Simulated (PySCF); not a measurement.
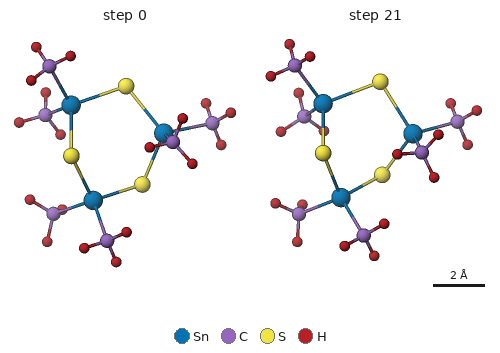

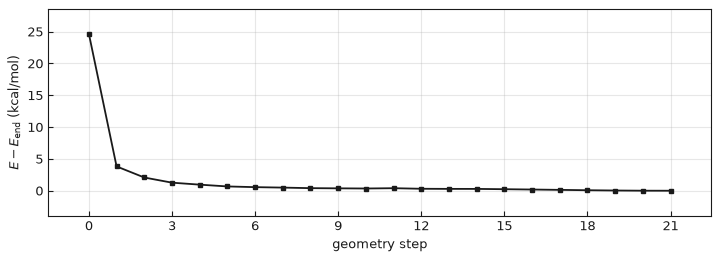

First and last geometry of a relaxation of C6H18S3Sn3, with the history of the run. Style: ball-and-stick. Shown face on.

The start comes from GFN2-xTB. Its atoms were then displaced at random by about 0.03 Å.

The calculation used PySCF, PBE0-D3(BJ)/def2-SVP geometry optimisation, gas phase. 

### What do the curves and the structures tell?

It converged. The largest move after the best rigid fit is that of an H atom, 0.73 Å. Largest moves by element: H 0.73 Å, S 0.61 Å, C 0.43 Å, Sn 0.14 Å. Among the contacts that change: C–Sn 2.292 → 2.145 Å, C–Sn 2.249 → 2.143 Å, C–H 1.009 → 1.098 Å, S–Sn 2.351 → 2.426 Å. Bond angles that change, for instance: Sn–S–Sn 107.8° → 101.2°, H–C–H 115.8° → 109.6°, S–Sn–S 113.5° → 108.8°. Over 21 geometry steps the energy falls by 24.7 kcal/mol.

```tsv
step	E − E(0), kcal/mol
0	0.00
1	-20.84
2	-22.58
3	-23.39
4	-23.70
5	-23.98
6	-24.09
7	-24.16
8	-24.25
9	-24.28
10	-24.31
11	-24.26
12	-24.35
13	-24.37
14	-24.37
15	-24.42
16	-24.47
17	-24.52
18	-24.58
19	-24.62
20	-24.65
21	-24.66
```
